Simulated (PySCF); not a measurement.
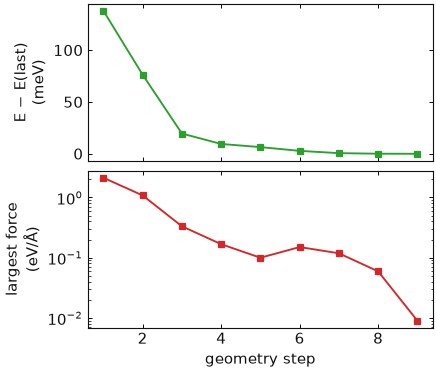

History of a geometry optimisation.

System: C2F3N (SMILES [C-]#[N+]C(F)(F)F).
Method: PySCF, PBE0-D3(BJ)/def2-SVP, geometry optimisation.

**How did it end, and what did it gain?**

The optimisation met its thresholds at geometry 9, counting the start as the first. The energy fell by about 140 meV from the first step to the last. The largest force goes from about 2.1 eV/Å at the start to 9 × 10⁻³ eV/Å at the end.

**By which step was nine tenths of the energy gained?**

By step 4 of 9.
